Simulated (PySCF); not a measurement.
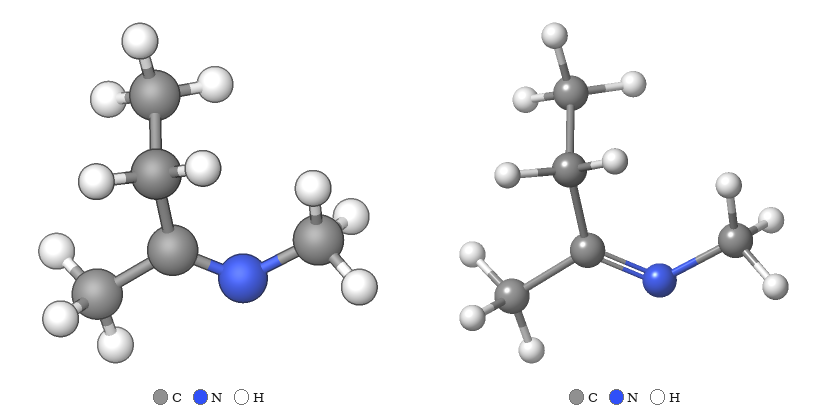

The same structure drawn twice, from different directions.

Computed geometry: PBE0-D3(BJ)/def2-SVP optimisation. No frequency run is at hand to confirm it as a minimum.

Describe the molecule.

It has 17 atoms: 5 carbon, 11 hydrogen and 1 nitrogen (C5H11N). Its SMILES string is `CC/C(C)=N\C`. It has no ring. Among its groups: imine. This geometry has C1 symmetry. Coordination: 4 C tetrahedral; 1 C trigonal planar; 1 N bent.

More results for the same structure follow; atom numbers are the same in all pictures, views and colours differ.

Geometry

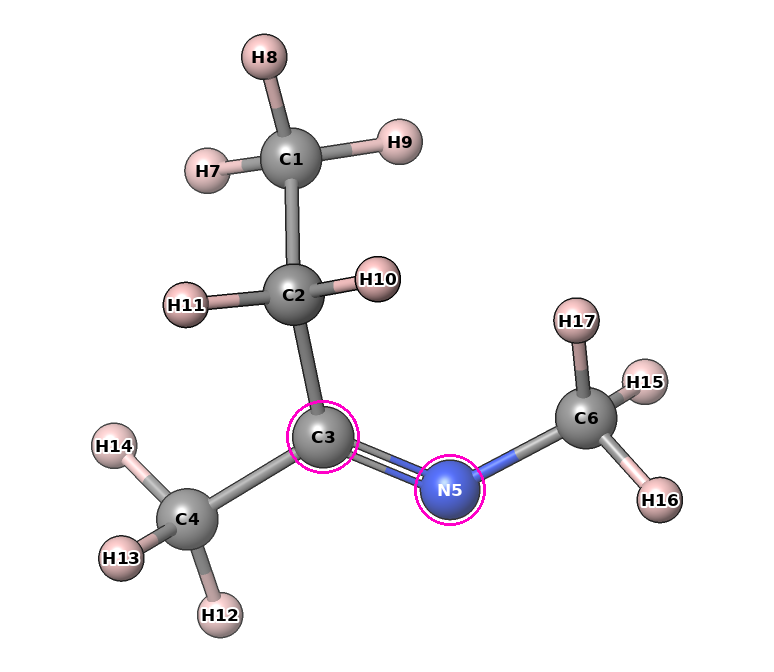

Distant atoms are faded towards the background colour. Circles mark the stereogenic atoms. No frequency run is at hand to confirm it as a minimum.

Question: Assign CIP descriptors.

Answer: C3=N5: Z.

Dipole moment

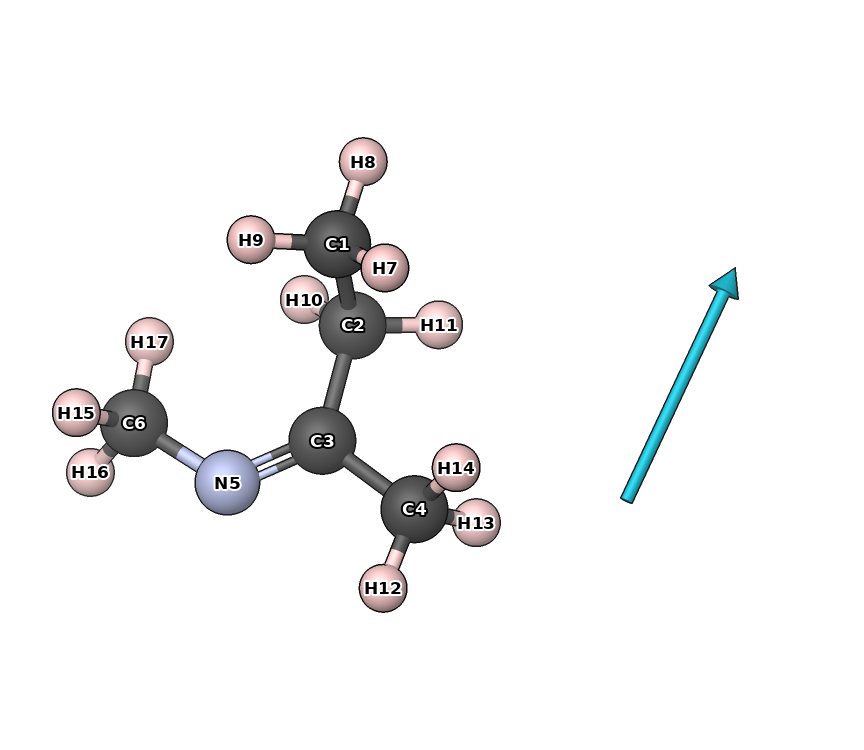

The arrow beside the molecule shows the direction of the dipole moment, from the negative to the positive end (its length means nothing). No frequency run is at hand to confirm it as a minimum. Properties computed with PBE0/6-31+G*, gas phase (PySCF 2.14.0).

Question: Estimate the dipole moment.

Answer: 2.01 D; it points from the side of H12, H16 to the side of H8 (the outermost atoms at the two ends).

Excitation

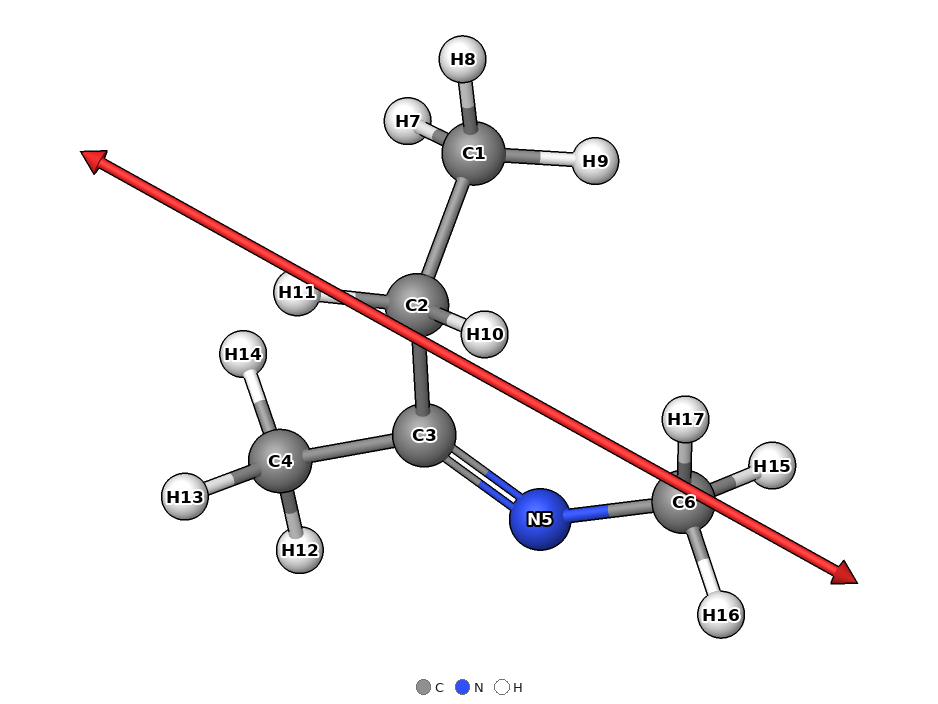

The double arrow shows the direction of the transition dipole to excited singlet state 9 (its length means nothing). No frequency run is at hand to confirm it as a minimum. Method: TDDFT PBE0/6-31+G*, vertical, gas phase, core orbitals frozen in the response (PySCF 2.14.0).

Question: Where does the transition lie, and how strong is it?

Answer: 7.54 eV (165 nm), oscillator strength 0.056, of mixed character, with the largest part HOMO → LUMO+6 (weight 0.41); transition dipole 1.40 D.

Polarisability

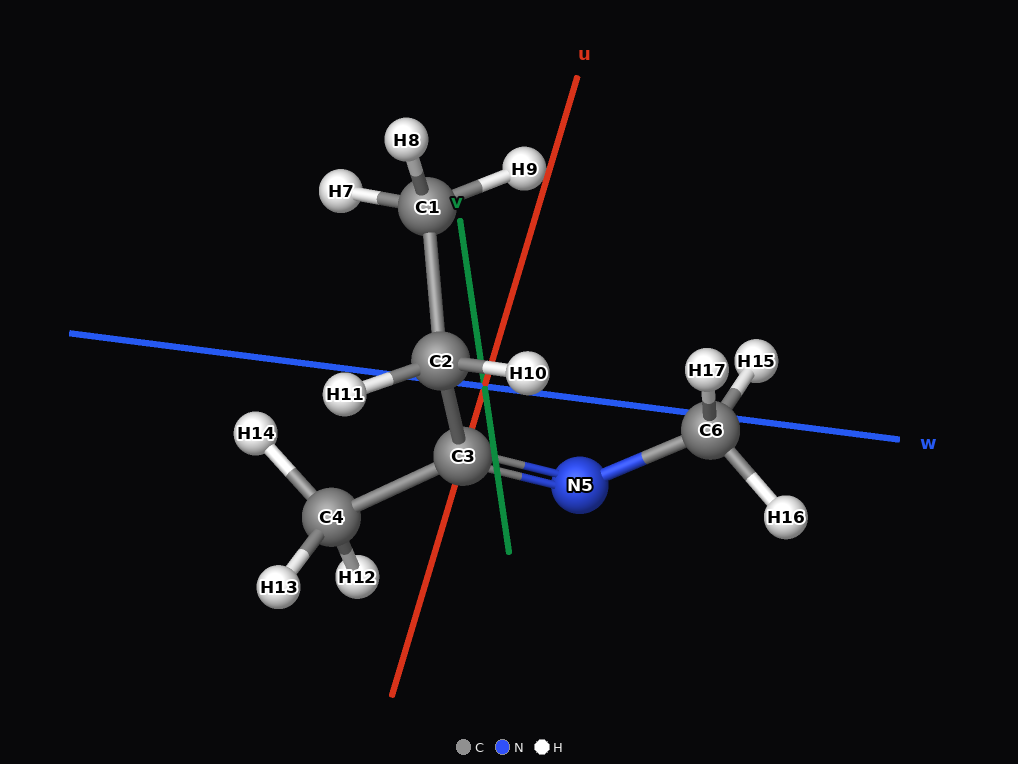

The lines u, v and w are the principal axes of the static dipole polarisability. No frequency run is at hand to confirm it as a minimum. Computed with PBE0/6-31+G* (PySCF 2.14.0).

Question: Along which axis is the molecule most polarisable, and along which least?

Answer: Most along w, least along v.

Question: Give the three principal values.

Answer: u 66.8, v 54.3, w 81.4 bohr³; mean 67.5, anisotropy 23.5 bohr³.
